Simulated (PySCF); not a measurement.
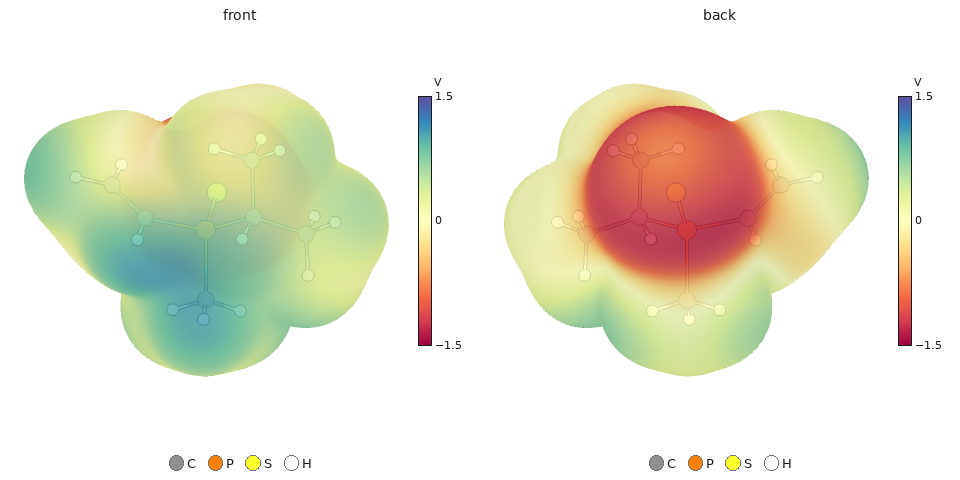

C6H13PS. The electrostatic potential painted on the density surface at 0.001 e/bohr³, seen from the front and from behind; red is negative and blue positive.

Geometry: GFN2-xTB.

Level of theory: PBE0/pcSseg-1, SCF density, gas phase, non-relativistic in PySCF 2.14.0.

```yaml
atoms:
  - { symbol: C, position_ang: [2.6460, -1.0518, -0.7193] }
  - { symbol: C, position_ang: [1.8997, -0.4434, 0.1857] }
  - { symbol: P, position_ang: [0.4085, 0.4738, -0.3163] }
  - { symbol: C, position_ang: [0.6885, 2.1271, 0.4444] }
  - { symbol: S, position_ang: [0.0609, 0.5237, -2.2208] }
  - { symbol: C, position_ang: [-0.9348, -0.3061, 0.7202] }
  - { symbol: C, position_ang: [-1.1322, -1.7289, 0.2164] }
  - { symbol: C, position_ang: [-2.2072, 0.5165, 0.5797] }
  - { symbol: H, position_ang: [2.3698, -1.0083, -1.7632] }
  - { symbol: H, position_ang: [3.5389, -1.6020, -0.4691] }
  - { symbol: H, position_ang: [2.1341, -0.4534, 1.2425] }
  - { symbol: H, position_ang: [0.7773, 2.0639, 1.5269] }
  - { symbol: H, position_ang: [-0.1389, 2.7797, 0.1702] }
  - { symbol: H, position_ang: [1.6057, 2.5334, 0.0183] }
  - { symbol: H, position_ang: [-0.5978, -0.3177, 1.7632] }
  - { symbol: H, position_ang: [-0.2139, -2.3072, 0.3180] }
  - { symbol: H, position_ang: [-1.9237, -2.2282, 0.7725] }
  - { symbol: H, position_ang: [-1.4074, -1.7082, -0.8377] }
  - { symbol: H, position_ang: [-2.4444, 0.6452, -0.4763] }
  - { symbol: H, position_ang: [-2.0962, 1.5001, 1.0328] }
  - { symbol: H, position_ang: [-3.0416, 0.0088, 1.0601] }
```

**Describe the electrostatic potential map.**

The most negative region (about −1.3 V, or −30 kcal/mol for a unit charge) lies over S5, the most positive (about +1.1 V, or +25 kcal/mol for a unit charge) over H11, H12 and H15.

**What dipole moment does the calculation give?**

Its dipole moment is 4.32 D.
